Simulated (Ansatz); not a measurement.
Si5Sn: several calculations on one system

### Relaxation

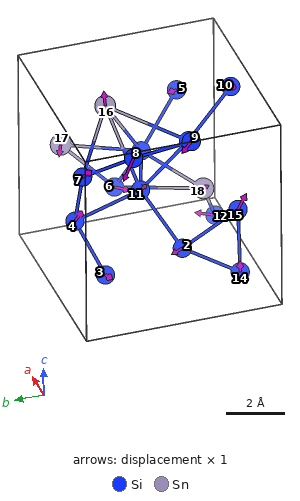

This is a relaxation of an amorphous cell of composition Si$_{5}$Sn (coarse preliminary run). The starting structure is drawn; purple arrows show the displacements (the part carried along by the change of the cell is left out), at their true length.

A ball-and-stick model of the cell of the calculation, reduced to other axes, seen from a free direction. Lengths and directions refer to the drawn axes.

Case: the last frame of the dynamics.

These are results of DFT PBE, scalar-relativistic, plane waves, PAW (Ansatz 0.2.0), not measurements.

Input
```yaml
crystal:
  lattice:
    - [7.520395, -0.085267, -0.025175]
    - [-0.085267, 6.925834, 0.049583]
    - [-0.025175, 0.049583, 7.217339]
  atoms:
    - { symbol: Si, position: [0.5496639215, 0.3183374656, 0.5178246371] }
    - { symbol: Si, position: [0.3059950139, 0.8327679282, 0.5497083257] }
    - { symbol: Si, position: [0.1613367027, 0.7164679726, 0.1950216772] }
    - { symbol: Si, position: [0.4484143615, 0.6499788463, 0.0642857989] }
    - { symbol: Si, position: [0.7435692359, 0.1556183065, 0.7554952144] }
    - { symbol: Si, position: [0.2662197077, 0.1523319163, 0.435602798] }
    - { symbol: Si, position: [0.7872757079, 0.8024829543, 0.0533665301] }
    - { symbol: Si, position: [0.9603394507, 0.9861220608, 0.252272887] }
    - { symbol: Si, position: [0.9519874362, 0.9256579464, 0.5681190137] }
    - { symbol: Si, position: [0.96521398, 0.5475323512, 0.9001206382] }
    - { symbol: Si, position: [0.5498547587, 0.6458226233, 0.4018291575] }
    - { symbol: Si, position: [0.0175499913, 0.1731273122, 0.9412381776] }
    - { symbol: Si, position: [0.7723801821, 0.6441291068, 0.649808556] }
    - { symbol: Si, position: [0.1290479382, 0.8567654624, 0.8363279251] }
    - { symbol: Si, position: [0.507321305, 0.899494638, 0.8132470333] }
    - { symbol: Sn, position: [0.9059704723, 0.4216513253, 0.300973477] }
    - { symbol: Sn, position: [0.5127404254, 0.0842602631, 0.1858379914] }
    - { symbol: Sn, position: [0.3299851366, 0.4008686513, 0.8060555156] }
  symmetry: { detect: false }
basis:
  ecutwfc: 420
kpoints:
  mp_grid: { grid: [2, 2, 2], shift: [0.5, 0.5, 0.5] }
hamiltonian:
  xc: pbe
scf:
  occupations: { method: gaussian, width: 0.1 }
  lower_state_search: "off"
output:
  forces: true
  stress: true
  eigenvalues: true
relax:
  adjacent_minimum: "off"
  f_tol: 0.04
  max_steps: 70
  cell: { stress_tol: 0.3 }
```

Run as
```bash
ansatz run input.yaml --threads 2 --pin off --max-ram 5120MiB --backend cpu --events-out ev --progress --plain --runs-dir out
```

Question: Atoms of which element are displaced furthest, and by how much?

Answer: Silicon: up to 0.92 Å, against 0.60 Å for tin.

Question: Describe the change and its energy.

Answer: Si8 moves most relative to the cell: 0.92 Å along [−2 2 −3]. By element the largest moves are Si 0.92 Å, Sn 0.60 Å. The drawn cell changes as follows: a 6.927 → 7.502 Å (+8.3 %), b 7.218 → 7.293 Å (+1.0 %), c 7.521 → 6.628 Å (−11.9 %), α 89.6° → 98.7°, β 88.6° → 90.0°, γ 89.2° → 79.4°; the volume changes by −6.3 %. Among the contacts that change: Si4–Sn16 4.667 → 3.114 Å, Si6–Si12 4.118 → 2.569 Å, Si2–Si15 2.465 → 3.579 Å, Si1–Si4 4.051 → 2.948 Å. New bonds form, among them: Si13–Si15 (2.96 → 2.39 Å). Bond angles that change, for instance: Si4–Si3–Sn16 123.6° → 70.8°, Si1–Si11–Si4 109.7° → 71.6°, Si1–Sn18–Si12 127.9° → 91.5°. Over 19 accepted moves (22 points after the start) the energy falls by 156 meV per atom. Largest force component: 0.89 eV/Å at the start, 0.033 eV/Å at the end. Pressure: −2.26 GPa at the start and 0.06 GPa at the end. The line search rejected the trial steps at points 11, 18 of the run. The SCF was repeated once at an unchanged geometry on a basis and grid sized afresh for the cell, which shifted the energy by 1.0 meV per atom at most.

Limits of the set-up: the k-point mesh is coarse for a cell with partly filled bands; the periodic images lie only 6.9 Å apart, so the values are limited by the cell's size.

### Dynamics

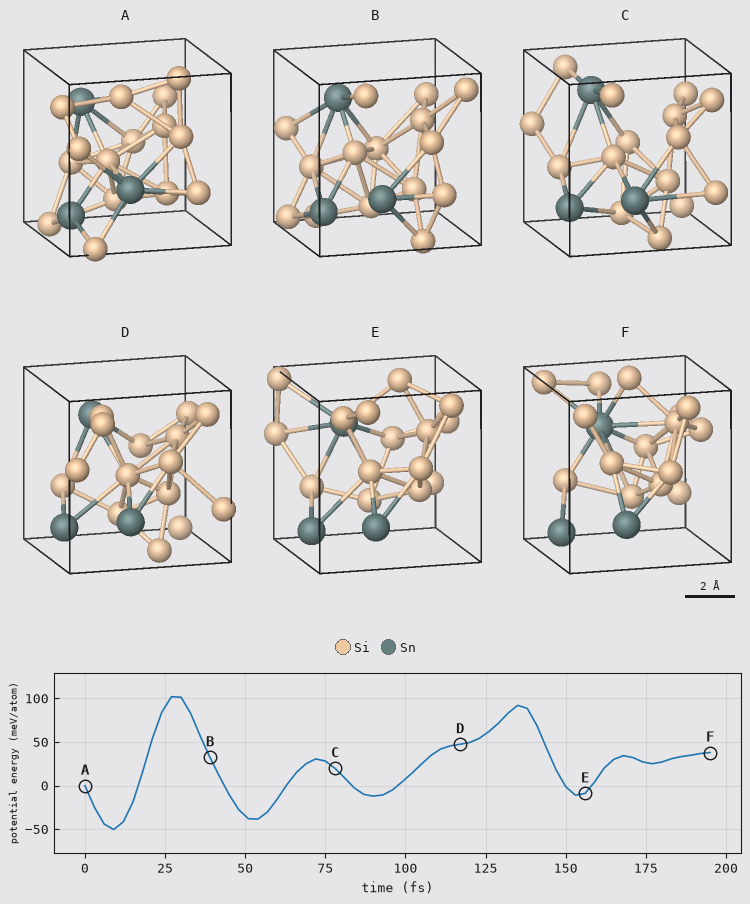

Molecular dynamics of an amorphous cell of composition Si5Sn (18 atoms in the cell), 195 fs long. Frames (A at 0 fs, B at 39 fs, C at 78 fs, D at 117 fs, E at 156 fs, F at 195 fs) and the history of the run. The picture is a ball-and-stick view of the simulation cell, seen slightly off an axis. Atoms that leave the cell re-enter on the other side. Bonds to atoms that aren't drawn are left out.

Level of theory: DFT PBE, scalar-relativistic, plane waves, PAW (Ansatz 0.2.0). Run with plane-wave cutoff 420 eV; k-point mesh 1 × 1 × 1; Fermi-Dirac smearing 0.259 eV; volume 0.96 times that of the relaxed crystal; set temperature 3000 K; time step 3 fs.

What do the frames and curves show?

Answer. The mean temperature in the second half is 3167 K (standard deviation 475 K). The temperature is still climbing (2664 K in the second quarter, 3584 K in the last), so the run isn't equilibrated. The potential energy in the second half lies on average 36.3 meV per atom above the first frame. The mean pressure there is 4.5 GPa. Root-mean-square distances from the starting positions over the second half, with the common drift of all atoms taken out: Si 1.25 Å, Sn 0.64 Å. That is already a fair part of the typical shortest distance between atoms in the first frame, about 2.4 Å and still growing, as in a liquid, though 195 fs is too short to measure diffusion. Bond changes: 13 Si–Si bonds break between 63 fs and 195 fs; 13 Si–Si bonds form between 66 fs and 192 fs.

Limits of the set-up: the periodic images lie only 6.9 Å apart, so the values are limited by the cell's size.

### Dynamics

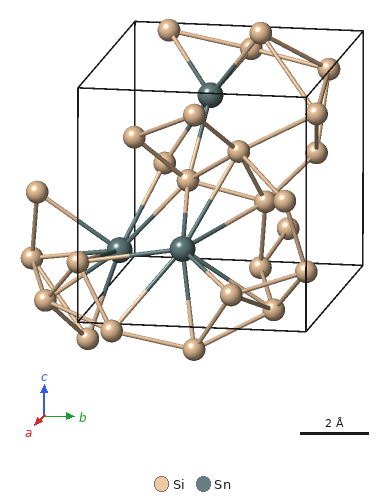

Starting frame of a dynamics run of an amorphous cell of composition Si₅Sn (18 atoms in the cell). It starts from the last geometry of an earlier run, with fresh velocities. Style: ball-and-stick. Shown: the simulation cell, slightly off an axis. Bonds to atoms that aren't drawn are left out.

The calculation used DFT PBE, scalar-relativistic, plane waves, PAW (Ansatz).

The input:
```yaml
crystal:
  lattice:
    - [7.520395, -0.085267, -0.025175]
    - [-0.085267, 6.925834, 0.049583]
    - [-0.025175, 0.049583, 7.217339]
  atoms:
    - { symbol: Si, position: [0.5673244997, 0.3747292214, 0.4976900126] }
    - { symbol: Si, position: [0.2876796474, 0.8676665244, 0.5565603544] }
    - { symbol: Si, position: [0.1023367521, 0.6977107867, 0.1738305313] }
    - { symbol: Si, position: [0.4053212536, 0.6520757793, 0.0913363145] }
    - { symbol: Si, position: [0.7658895563, 0.1888517754, 0.730891585] }
    - { symbol: Si, position: [0.2744753929, 0.1994665284, 0.4819492797] }
    - { symbol: Si, position: [0.7734710379, 0.8023059032, 0.0212710786] }
    - { symbol: Si, position: [0.9411662344, 0.9863534372, 0.2391496214] }
    - { symbol: Si, position: [0.9917121635, 0.90462425, 0.5510737259] }
    - { symbol: Si, position: [0.9871813964, 0.5068736291, 0.9007408349] }
    - { symbol: Si, position: [0.5551160748, 0.7111252645, 0.417478985] }
    - { symbol: Si, position: [0.0184084174, 0.1537142357, 0.9740975475] }
    - { symbol: Si, position: [0.7393873152, 0.6396030157, 0.6807389127] }
    - { symbol: Si, position: [0.1492162154, 0.8869944974, 0.8747459613] }
    - { symbol: Si, position: [0.5368250157, 0.9296681694, 0.7955370834] }
    - { symbol: Sn, position: [0.8756900204, 0.427960422, 0.2946717272] }
    - { symbol: Sn, position: [0.5467697458, 0.0708699421, 0.182488521] }
    - { symbol: Sn, position: [0.306414425, 0.4075361403, 0.7885355454] }
  symmetry: { detect: false }
basis:
  ecutwfc: 420
  xc_grid: 1
kpoints:
  mp_grid: { grid: [1, 1, 1], shift: [0.25, 0.25, 0.25] }
hamiltonian:
  xc: pbe
scf:
  occupations: { method: fermi_dirac, width: 0.05 }
  lower_state_search: "off"
  convergence: { dr2_threshold: 1.0e-05 }
output:
  forces: true
  stress: true
md:
  timestep: 3.0
  n_steps: 38
  ensemble: nvt_langevin
  friction: 0.015
  temperature: 300.0
  initial_velocities: maxwell_boltzmann
  seed: 62284
```

Command:
```bash
ansatz run input.yaml --threads 2 --pin off --max-ram 5120MiB --backend cpu --events-out ev --progress --plain --runs-dir out
```

Question: What does the trajectory do?

Answer: Over the second half the temperature averages 376 K (spread ±59 K). The temperature is still falling (628 K in the second quarter, 364 K in the last), so the run isn't equilibrated. The potential energy is still drifting at the end, so the run hasn't reached equilibrium. The potential energy in the second half lies on average 75.3 meV per atom below the first frame. The first frame is far from relaxed (forces up to 2.2 eV/Å), so much of the motion is the structure settling. The mean pressure there is −1.9 GPa. Root-mean-square distances from the starting positions over the second half, with the common drift of all atoms taken out: Si 0.34 Å, Sn 0.21 Å. The run lasts only 114 fs, too short to tell vibration from diffusion.

Along the run (each row but the first and the last is the mean over the interval that it begins):

| time (fs) | potential energy (meV/atom) | T (K) | p (GPa) |
| --- | --- | --- | --- |
| 0.0 | 0.0 | 283 | -0.5 |
| 12.0 | -13.9 | 328 | -1.1 |
| 24.0 | -41.8 | 545 | -1.7 |
| 36.0 | -63.5 | 654 | -2.1 |
| 48.0 | -76.0 | 600 | -2.1 |
| 60.0 | -69.0 | 384 | -1.8 |
| 72.0 | -65.2 | 343 | -1.7 |
| 84.0 | -80.4 | 426 | -1.9 |
| 96.0 | -82.9 | 380 | -2.0 |
| 108.0 | -79.9 | 311 | -2.0 |

The paths of the atoms:

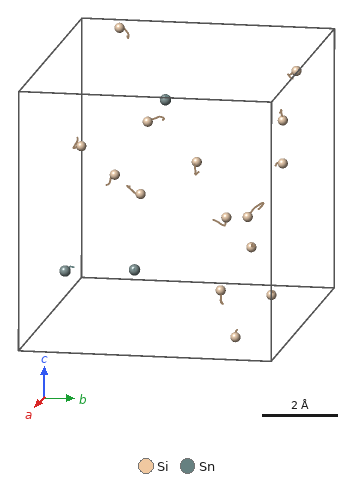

Limits of the set-up: the periodic images lie only 6.9 Å apart, so the values are limited by the cell's size.
